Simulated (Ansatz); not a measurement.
# AlH3 (singlet): RPA-PBE over a scan of the distance Al1–H3, aug-cc-pVDZ

How well do these functionals follow the top wave-function level for AlH3 (singlet) over a scan of the distance Al1–H3?

Method: aug-cc-pVDZ, all electrons in the functionals, frozen cores in the correlation of double hybrids and RPA; program: Ansatz 0.2.0, Gaussian basis.

To be run: RPA-PBE, at 1.280 Å; 1.437 Å; 1.586 Å; 1.725 Å; 1.891 Å; 2.185 Å; 2.544 Å; 2.889 Å; 3.548 Å; 4.234 Å; 5.462 Å.

9 further runs of the same task are left out: 9 for a known fault of the program.

## Step 1: The system

The geometry derives from a PBE0/def2-TZVP stationary point (not a proven minimum). One bond is set to the value named and the two fragments are kept rigid.

4 atoms, charge 0, spin multiplicity 1.

Atoms are counted from 1 here; the program's logs count them from 0.

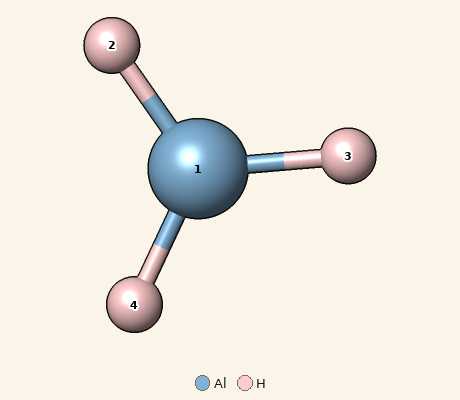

The geometry (aluminium light blue, hydrogen pink); atoms are numbered from 1 in the order of the file.

No dispersion term is added.

The geometry shown and the zero of energy belong to the point 1.586 Å. The yardstick, FCI, and other wave-function levels (R restricted, U unrestricted, valence and pair active spaces) come from earlier runs.

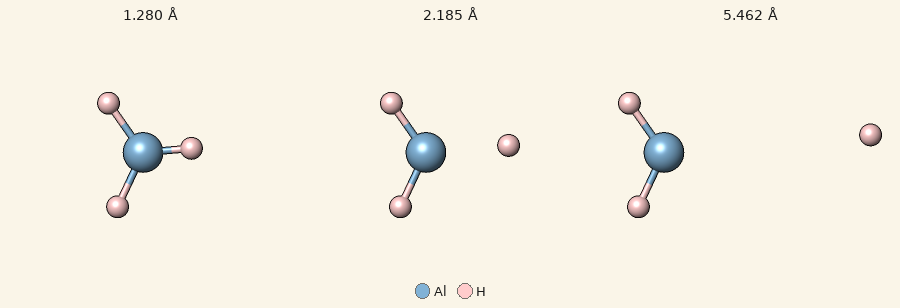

Three points of the scan; sticks are drawn by distance.

## Step 2: RPA-PBE, 1.280 Å

Contents of in.yaml:

```yaml
crystal:
  periodic: [false, false, false]
  atoms:
    - {symbol: Al, position_ang: [-0.005221, 0.008848, -0.000018]}
    - {symbol: H, position_ang: [1.580555, 0.023899, -0.000101]}
    - {symbol: H, position_ang: [-0.655713, 1.111235, -0.002270]}
    - {symbol: H, position_ang: [-0.785074, -1.371997, 0.002855]}
basis:
  gaussian: {orbitals: aug-cc-pVDZ}
hamiltonian: {xc: {name: PBE}}
correlation: {method: rpa, electrons: outside_noble_gas}
```

Run with:

```bash
$ ansatz run in.yaml --threads 1 --pin off --events-out ev --progress --plain --max-ram 4096MiB --backend cpu
```

Log:

```text
Functional definition: PBE
  name "PBE"
  cite "Perdew, Burke & Ernzerhof, Phys. Rev. Lett. 77, 3865 (1996) doi:10.1103/PhysRevLett.77.3865"
  parent pbe
  parameter kappa = 0.804
  parameter beta = 0.06672455060314922
  exchange = pbe_x(kappa = kappa, mu = beta*pi^2/3)
  correlation = pbe_c(beta = beta)
522 factors; integrals over basis functions are off by at most 6.4e-4 eV
mean field evaluation 1: about -6638.2769 eV, gradient 1.7e1 eV
mean field evaluation 2: about -6638.2737 eV, gradient 1.7e1 eV
mean field evaluation 4: about -6639.5993 eV, gradient 2.6e-1 eV
mean field evaluation 8: about -6639.5994 eV, gradient 9.8e-3 eV
mean field evaluation 16: about -6639.5994 eV, gradient 2.5e-6 eV
mean field -6639.59937932 eV, -244.0007767079 hartree, gradient 2.5e-6 eV, S^2 0.000000; 0 other end points of the search recorded, 0 dependent functions left out
5 core orbitals not correlated: weight in the atoms' cores, before any rotation towards them, 1.000 or more for the frozen orbitals, at most 0.000 for the correlated occupied ones
reference -6628.32665237 eV, -243.5865116334 hartree; 3, 3 occupied and 46, 46 virtual orbitals, 522 factors
Total energy: -6633.55476881 eV, -243.7786413690 hartree
```

Run time: 1.3 s. Hardware: 1 thread of AMD EPYC 7R13, shared host.

## Step 3: RPA-PBE, 1.437 Å

Contents of in.yaml:

```yaml
crystal:
  periodic: [false, false, false]
  atoms:
    - {symbol: Al, position_ang: [-0.002541, 0.004306, -0.000009]}
    - {symbol: H, position_ang: [1.583235, 0.019357, -0.000092]}
    - {symbol: H, position_ang: [-0.732820, 1.241907, -0.002537]}
    - {symbol: H, position_ang: [-0.782395, -1.376538, 0.002864]}
basis:
  gaussian: {orbitals: aug-cc-pVDZ}
hamiltonian: {xc: {name: PBE}}
correlation: {method: rpa, electrons: outside_noble_gas}
```

The command is unchanged.

Log:

```text
Functional definition: PBE
  name "PBE"
  cite "Perdew, Burke & Ernzerhof, Phys. Rev. Lett. 77, 3865 (1996) doi:10.1103/PhysRevLett.77.3865"
  parent pbe
  parameter kappa = 0.804
  parameter beta = 0.06672455060314922
  exchange = pbe_x(kappa = kappa, mu = beta*pi^2/3)
  correlation = pbe_c(beta = beta)
522 factors; integrals over basis functions are off by at most 6.2e-4 eV
mean field evaluation 1: about -6639.1856 eV, gradient 1.6e1 eV
mean field evaluation 2: about -6639.1810 eV, gradient 1.6e1 eV
mean field evaluation 4: about -6640.4044 eV, gradient 3.5e-1 eV
mean field evaluation 8: about -6640.4045 eV, gradient 2.1e-3 eV
mean field -6640.40451647 eV, -244.0303649523 hartree, gradient 2.8e-6 eV, S^2 0.000000; 0 other end points of the search recorded, 0 dependent functions left out
5 core orbitals not correlated: weight in the atoms' cores, before any rotation towards them, 1.000 or more for the frozen orbitals, at most 0.000 for the correlated occupied ones
reference -6629.12333022 eV, -243.6157890043 hartree; 3, 3 occupied and 46, 46 virtual orbitals, 522 factors
Total energy: -6634.35468335 eV, -243.8080376859 hartree
```

Wall time 0.88 s (1 thread of AMD EPYC 7R13, shared host).

## Step 4: RPA-PBE, 1.586 Å

Contents of in.yaml:

```yaml
crystal:
  periodic: [false, false, false]
  atoms:
    - {symbol: Al, position_ang: [0.000000, 0.000000, 0.000000]}
    - {symbol: H, position_ang: [1.585776, 0.015051, -0.000083]}
    - {symbol: H, position_ang: [-0.805923, 1.365794, -0.002790]}
    - {symbol: H, position_ang: [-0.779853, -1.380845, 0.002873]}
basis:
  gaussian: {orbitals: aug-cc-pVDZ}
hamiltonian: {xc: {name: PBE}}
correlation: {method: rpa, electrons: outside_noble_gas}
```

The command is unchanged.

Log:

```text
Functional definition: PBE
  name "PBE"
  cite "Perdew, Burke & Ernzerhof, Phys. Rev. Lett. 77, 3865 (1996) doi:10.1103/PhysRevLett.77.3865"
  parent pbe
  parameter kappa = 0.804
  parameter beta = 0.06672455060314922
  exchange = pbe_x(kappa = kappa, mu = beta*pi^2/3)
  correlation = pbe_c(beta = beta)
522 factors; integrals over basis functions are off by at most 5.6e-4 eV
mean field evaluation 1: about -6639.4656 eV, gradient 1.6e1 eV
mean field evaluation 2: about -6639.4620 eV, gradient 1.6e1 eV
mean field evaluation 4: about -6640.6179 eV, gradient 6.2e-1 eV
mean field evaluation 8: about -6640.6192 eV, gradient 4.9e-4 eV
mean field -6640.61924779 eV, -244.0382561829 hartree, gradient 1.0e-6 eV, S^2 0.000000; 0 other end points of the search recorded, 0 dependent functions left out
5 core orbitals not correlated: weight in the atoms' cores, before any rotation towards them, 1.000 or more for the frozen orbitals, at most 0.000 for the correlated occupied ones
reference -6629.29989459 eV, -243.6222776254 hartree; 3, 3 occupied and 46, 46 virtual orbitals, 522 factors
Total energy: -6634.55642454 eV, -243.8154515379 hartree
```

Wall time 1.7 s (1 thread of AMD EPYC 7R13, shared host).

## Step 5: RPA-PBE, 1.725 Å

Contents of in.yaml:

```yaml
crystal:
  periodic: [false, false, false]
  atoms:
    - {symbol: Al, position_ang: [0.002376, -0.004026, 0.000008]}
    - {symbol: H, position_ang: [1.588151, 0.011026, -0.000075]}
    - {symbol: H, position_ang: [-0.874265, 1.481611, -0.003027]}
    - {symbol: H, position_ang: [-0.777477, -1.384871, 0.002881]}
basis:
  gaussian: {orbitals: aug-cc-pVDZ}
hamiltonian: {xc: {name: PBE}}
correlation: {method: rpa, electrons: outside_noble_gas}
```

The command is unchanged.

Log:

```text
Functional definition: PBE
  name "PBE"
  cite "Perdew, Burke & Ernzerhof, Phys. Rev. Lett. 77, 3865 (1996) doi:10.1103/PhysRevLett.77.3865"
  parent pbe
  parameter kappa = 0.804
  parameter beta = 0.06672455060314922
  exchange = pbe_x(kappa = kappa, mu = beta*pi^2/3)
  correlation = pbe_c(beta = beta)
522 factors; integrals over basis functions are off by at most 4.9e-4 eV
mean field evaluation 1: about -6639.4285 eV, gradient 1.6e1 eV
mean field evaluation 2: about -6639.4254 eV, gradient 1.6e1 eV
mean field evaluation 4: about -6640.5412 eV, gradient 9.1e-1 eV
mean field evaluation 8: about -6640.5447 eV, gradient 2.8e-3 eV
mean field -6640.54474086 eV, -244.0355181039 hartree, gradient 4.1e-6 eV, S^2 0.000000; 0 other end points of the search recorded, 0 dependent functions left out
5 core orbitals not correlated: weight in the atoms' cores, before any rotation towards them, 1.000 or more for the frozen orbitals, at most 0.000 for the correlated occupied ones
reference -6629.17291412 eV, -243.6176111792 hartree; 3, 3 occupied and 46, 46 virtual orbitals, 522 factors
Total energy: -6634.46946062 eV, -243.8122556729 hartree
```

It took 0.86 s on 1 thread of AMD EPYC 7R13, shared host.

From 1.586 Å: +8.4 kJ/mol.

## Step 6: RPA-PBE, 1.891 Å

Contents of in.yaml:

```yaml
crystal:
  periodic: [false, false, false]
  atoms:
    - {symbol: Al, position_ang: [0.005209, -0.008828, 0.000018]}
    - {symbol: H, position_ang: [1.590985, 0.006223, -0.000065]}
    - {symbol: H, position_ang: [-0.955791, 1.619775, -0.003309]}
    - {symbol: H, position_ang: [-0.774643, -1.389673, 0.002891]}
basis:
  gaussian: {orbitals: aug-cc-pVDZ}
hamiltonian: {xc: {name: PBE}}
correlation: {method: rpa, electrons: outside_noble_gas}
```

The command is unchanged.

Log:

```text
Functional definition: PBE
  name "PBE"
  cite "Perdew, Burke & Ernzerhof, Phys. Rev. Lett. 77, 3865 (1996) doi:10.1103/PhysRevLett.77.3865"
  parent pbe
  parameter kappa = 0.804
  parameter beta = 0.06672455060314922
  exchange = pbe_x(kappa = kappa, mu = beta*pi^2/3)
  correlation = pbe_c(beta = beta)
522 factors; integrals over basis functions are off by at most 5.0e-4 eV
mean field evaluation 1: about -6639.1668 eV, gradient 1.5e1 eV
mean field evaluation 2: about -6639.1640 eV, gradient 1.5e1 eV
mean field evaluation 4: about -6640.2545 eV, gradient 1.5e0 eV
mean field evaluation 8: about -6640.2657 eV, gradient 2.8e-3 eV
mean field -6640.26569457 eV, -244.0252633416 hartree, gradient 1.4e-6 eV, S^2 0.000000; 0 other end points of the search recorded, 0 dependent functions left out
5 core orbitals not correlated: weight in the atoms' cores, before any rotation towards them, 1.000 or more for the frozen orbitals, at most 0.000 for the correlated occupied ones
reference -6628.81530474 eV, -243.6044692767 hartree; 3, 3 occupied and 46, 46 virtual orbitals, 522 factors
Total energy: -6634.17757065 eV, -243.8015289143 hartree
```

It took 1.1 s on 1 thread of AMD EPYC 7R13, shared host.

From 1.586 Å: +36.6 kJ/mol.

## Step 7: RPA-PBE, 2.185 Å

Contents of in.yaml:

```yaml
crystal:
  periodic: [false, false, false]
  atoms:
    - {symbol: Al, position_ang: [0.010228, -0.017334, 0.000035]}
    - {symbol: H, position_ang: [1.596004, -0.002283, -0.000048]}
    - {symbol: H, position_ang: [-1.100182, 1.864473, -0.003809]}
    - {symbol: H, position_ang: [-0.769625, -1.398179, 0.002908]}
basis:
  gaussian: {orbitals: aug-cc-pVDZ}
hamiltonian: {xc: {name: PBE}}
correlation: {method: rpa, electrons: outside_noble_gas}
```

Same command.

Log:

```text
Functional definition: PBE
  name "PBE"
  cite "Perdew, Burke & Ernzerhof, Phys. Rev. Lett. 77, 3865 (1996) doi:10.1103/PhysRevLett.77.3865"
  parent pbe
  parameter kappa = 0.804
  parameter beta = 0.06672455060314922
  exchange = pbe_x(kappa = kappa, mu = beta*pi^2/3)
  correlation = pbe_c(beta = beta)
522 factors; integrals over basis functions are off by at most 6.0e-4 eV
mean field evaluation 1: about -6638.4197 eV, gradient 1.5e1 eV
mean field evaluation 2: about -6638.4173 eV, gradient 1.5e1 eV
mean field evaluation 4: about -6639.4668 eV, gradient 3.8e0 eV
mean field evaluation 8: about -6639.5649 eV, gradient 6.3e-3 eV
mean field -6639.56490964 eV, -243.9995099706 hartree, gradient 8.4e-6 eV, S^2 0.000000; 0 other end points of the search recorded, 0 dependent functions left out
5 core orbitals not correlated: weight in the atoms' cores, before any rotation towards them, 1.000 or more for the frozen orbitals, at most 0.000 for the correlated occupied ones
reference -6627.94318218 eV, -243.5724193640 hartree; 3, 3 occupied and 46, 46 virtual orbitals, 522 factors
Total energy: -6633.46414134 eV, -243.7753108709 hartree
```

It took 1.1 s on 1 thread of AMD EPYC 7R13, shared host.

From 1.586 Å: +105.4 kJ/mol.

## Step 8: RPA-PBE, 2.544 Å

Contents of in.yaml:

```yaml
crystal:
  periodic: [false, false, false]
  atoms:
    - {symbol: Al, position_ang: [0.016357, -0.027720, 0.000057]}
    - {symbol: H, position_ang: [1.602133, -0.012669, -0.000026]}
    - {symbol: H, position_ang: [-1.276496, 2.163272, -0.004419]}
    - {symbol: H, position_ang: [-0.763496, -1.408565, 0.002930]}
basis:
  gaussian: {orbitals: aug-cc-pVDZ}
magnetization: {spin_polarized: true, initial_magnetization: 0}
hamiltonian: {xc: {name: PBE}}
correlation: {method: rpa, electrons: outside_noble_gas}
```

Launched as before.

Log, cut to the lines that bear on the results:

```text
Functional definition: PBE
  name "PBE"
  cite "Perdew, Burke & Ernzerhof, Phys. Rev. Lett. 77, 3865 (1996) doi:10.1103/PhysRevLett.77.3865"
  parent pbe
[...]
522 factors; integrals over basis functions are off by at most 5.1e-4 eV
[...]
mean field -6638.67813685 eV, -243.9669216717 hartree, gradient 2.9e-7 eV, S^2 0.000000; 3 other end points of the search recorded, 0 dependent functions left out
5 core orbitals not correlated: weight in the atoms' cores, before any rotation towards them, 1.000 or more for the frozen orbitals, at most 0.000 for the correlated occupied ones
reference -6626.80914189 eV, -243.5307441520 hartree; 3, 3 occupied and 46, 46 virtual orbitals, 522 factors
Total energy: -6632.58704219 eV, -243.7430780716 hartree
```

Run time: 1.8 s. Hardware: 1 thread of AMD EPYC 7R13, shared host.

From the report: ⟨S²⟩ of the determinant 0.000 (pure singlet: 0.00).

From 1.586 Å: +190.0 kJ/mol.

## Step 9: RPA-PBE, 2.889 Å

Contents of in.yaml:

```yaml
crystal:
  periodic: [false, false, false]
  atoms:
    - {symbol: Al, position_ang: [0.022247, -0.037701, 0.000077]}
    - {symbol: H, position_ang: [1.608023, -0.022650, -0.000006]}
    - {symbol: H, position_ang: [-1.445935, 2.450418, -0.005006]}
    - {symbol: H, position_ang: [-0.757606, -1.418546, 0.002950]}
basis:
  gaussian: {orbitals: aug-cc-pVDZ}
magnetization: {spin_polarized: true, initial_magnetization: 0}
hamiltonian: {xc: {name: PBE}}
correlation: {method: rpa, electrons: outside_noble_gas}
```

Launched as before.

Log, cut to the lines that bear on the results:

```text
Functional definition: PBE
  name "PBE"
  cite "Perdew, Burke & Ernzerhof, Phys. Rev. Lett. 77, 3865 (1996) doi:10.1103/PhysRevLett.77.3865"
  parent pbe
[...]
522 factors; integrals over basis functions are off by at most 5.1e-4 eV
[...]
mean field -6637.94445728 eV, -243.9399594447 hartree, gradient 1.9e-6 eV, S^2 0.000000; 2 other end points of the search recorded, 0 dependent functions left out
5 core orbitals not correlated: weight in the atoms' cores, before any rotation towards them, 1.000 or more for the frozen orbitals, at most 0.000 for the correlated occupied ones
reference -6625.81427359 eV, -243.4941834163 hartree; 3, 3 occupied and 46, 46 virtual orbitals, 522 factors
Total energy: -6631.89186351 eV, -243.7175307264 hartree
```

It took 2.9 s on 1 thread of AMD EPYC 7R13, shared host.

From the report: ⟨S²⟩ of the determinant 0.000 (pure singlet: 0.00).

From 1.586 Å: +257.1 kJ/mol.

## Step 10: RPA-PBE, 3.548 Å

Contents of in.yaml:

```yaml
crystal:
  periodic: [false, false, false]
  atoms:
    - {symbol: Al, position_ang: [0.033497, -0.056767, 0.000116]}
    - {symbol: H, position_ang: [1.619273, -0.041715, 0.000033]}
    - {symbol: H, position_ang: [-1.769586, 2.998910, -0.006126]}
    - {symbol: H, position_ang: [-0.746356, -1.437612, 0.002989]}
basis:
  gaussian: {orbitals: aug-cc-pVDZ}
magnetization: {spin_polarized: true, initial_magnetization: 0}
hamiltonian: {xc: {name: PBE}}
correlation: {method: rpa, electrons: outside_noble_gas}
```

The command is unchanged.

Log, cut to the lines that bear on the results:

```text
Functional definition: PBE
  name "PBE"
  cite "Perdew, Burke & Ernzerhof, Phys. Rev. Lett. 77, 3865 (1996) doi:10.1103/PhysRevLett.77.3865"
  parent pbe
[...]
522 factors; integrals over basis functions are off by at most 5.2e-4 eV
[...]
mean field -6637.27063055 eV, -243.9151967690 hartree, gradient 2.7e-6 eV, S^2 0.771694; 6 other end points of the search recorded, 0 dependent functions left out
5 core orbitals not correlated: weight in the atoms' cores, before any rotation towards them, 1.000 or more for the frozen orbitals, at most 0.000 for the correlated occupied ones
reference -6626.21000512 eV, -243.5087262817 hartree; 3, 3 occupied and 46, 46 virtual orbitals, 522 factors
Total energy: -6631.10189338 eV, -243.6884998593 hartree
```

It took 4 s on 1 thread of AMD EPYC 7R13, shared host.

From the report: ⟨S²⟩ of the determinant 0.772 (pure singlet: 0.00). The determinant is far from a pure spin state, so its energy mixes those of several spin states (harmless only where they are near-degenerate, as at dissociation).

From 1.586 Å: +333.3 kJ/mol.

## Step 11: RPA-PBE, 4.234 Å

Contents of in.yaml:

```yaml
crystal:
  periodic: [false, false, false]
  atoms:
    - {symbol: Al, position_ang: [0.045208, -0.076613, 0.000157]}
    - {symbol: H, position_ang: [1.630984, -0.061562, 0.000074]}
    - {symbol: H, position_ang: [-2.106498, 3.569873, -0.007292]}
    - {symbol: H, position_ang: [-0.734645, -1.457458, 0.003030]}
basis:
  gaussian: {orbitals: aug-cc-pVDZ}
magnetization: {spin_polarized: true, initial_magnetization: 0}
hamiltonian: {xc: {name: PBE}}
correlation: {method: rpa, electrons: outside_noble_gas}
```

Same command.

Log, cut to the lines that bear on the results:

```text
Functional definition: PBE
  name "PBE"
  cite "Perdew, Burke & Ernzerhof, Phys. Rev. Lett. 77, 3865 (1996) doi:10.1103/PhysRevLett.77.3865"
  parent pbe
[...]
522 factors; integrals over basis functions are off by at most 5.3e-4 eV
[...]
mean field -6637.12609081 eV, -243.9098850318 hartree, gradient 2.5e-6 eV, S^2 0.973856; 3 other end points of the search recorded, 0 dependent functions left out
5 core orbitals not correlated: weight in the atoms' cores, before any rotation towards them, 1.000 or more for the frozen orbitals, at most 0.000 for the correlated occupied ones
reference -6626.38267413 eV, -243.5150717508 hartree; 3, 3 occupied and 46, 46 virtual orbitals, 522 factors
Total energy: -6631.00643519 eV, -243.6849918357 hartree
```

Wall time 3.1 s (1 thread of AMD EPYC 7R13, shared host).

From the report: ⟨S²⟩ of the determinant 0.974 (pure singlet: 0.00). The determinant is far from a pure spin state, so its energy mixes those of several spin states (harmless only where they are near-degenerate, as at dissociation).

From 1.586 Å: +342.5 kJ/mol.

## Step 12: RPA-PBE, 5.462 Å

Contents of in.yaml:

```yaml
crystal:
  periodic: [false, false, false]
  atoms:
    - {symbol: Al, position_ang: [0.066171, -0.112140, 0.000229]}
    - {symbol: H, position_ang: [1.651947, -0.097089, 0.000146]}
    - {symbol: H, position_ang: [-2.709601, 4.591948, -0.009380]}
    - {symbol: H, position_ang: [-0.713682, -1.492985, 0.003102]}
basis:
  gaussian: {orbitals: aug-cc-pVDZ}
magnetization: {spin_polarized: true, initial_magnetization: 0}
hamiltonian: {xc: {name: PBE}}
correlation: {method: rpa, electrons: outside_noble_gas}
```

Same command.

Log, cut to the lines that bear on the results:

```text
Functional definition: PBE
  name "PBE"
  cite "Perdew, Burke & Ernzerhof, Phys. Rev. Lett. 77, 3865 (1996) doi:10.1103/PhysRevLett.77.3865"
  parent pbe
[...]
522 factors; integrals over basis functions are off by at most 5.2e-4 eV
[...]
mean field -6637.10015127 eV, -243.9089317710 hartree, gradient 3.1e-6 eV, S^2 1.000299; 5 other end points of the search recorded, 0 dependent functions left out
5 core orbitals not correlated: weight in the atoms' cores, before any rotation towards them, 1.000 or more for the frozen orbitals, at most 0.000 for the correlated occupied ones
reference -6626.38751569 eV, -243.5152496747 hartree; 3, 3 occupied and 46, 46 virtual orbitals, 522 factors
Total energy: -6630.99140949 eV, -243.6844396514 hartree
```

It took 4.5 s on 1 thread of AMD EPYC 7R13, shared host.

From the report: ⟨S²⟩ of the determinant 1.000 (pure singlet: 0.00). The determinant is far from a pure spin state, so its energy mixes those of several spin states (harmless only where they are near-degenerate, as at dissociation).

From 1.586 Å: +344.0 kJ/mol.

## Step 13: The comparison

The yardstick is full CI for this spin, exact in this basis with these frozen cores. It comes from earlier runs at the same points. Energies in kJ/mol, counted from 1.586 Å; blanks weren't run or aren't comparable.

```
  level  1.280 Å  1.437 Å  1.586 Å  1.725 Å  1.891 Å  2.185 Å  2.544 Å  2.889 Å  3.548 Å  4.234 Å  5.462 Å
    FCI     95.6     18.8      0.0      9.2     38.4    108.8    193.7    258.1    325.7    346.6    352.0
RPA-PBE     96.6     19.5      0.0      8.4     36.6    105.4    190.0    257.1    333.3    342.5    344.0
```

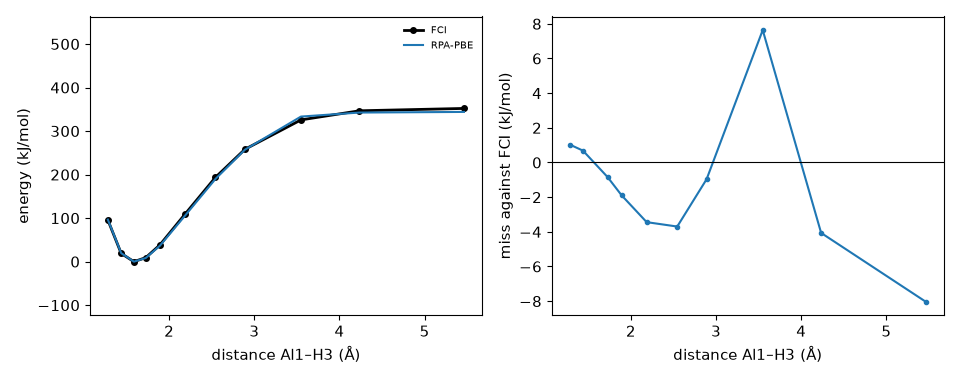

Left: the curves (the axis may cut off levels that run far away). Right: misses against FCI, in the same colours.

Largest miss and mean time a point (FCI took 20 s a point; shared hosts):

```
  level  largest miss (kJ/mol)    where  time a point
RPA-PBE                   -8.0  5.462 Å         2.1 s
```

## Step 14: Outcome

| quantity | value |
| --- | --- |
| span of the FCI curve | 352.0 kJ/mol |
| largest miss, RPA-PBE | -8.0 kJ/mol (5.462 Å) |

In words: RPA-PBE strays by up to 8.0 kJ/mol, at 5.462 Å. RPA-PBE clearly breaks the spin symmetry at some points (⟨S²⟩ up to 1.00 above the pure value), so energy there is bought with a mixed spin. Functionals and the yardstick converge differently with the basis, so part of each miss in aug-cc-pVDZ is the basis.
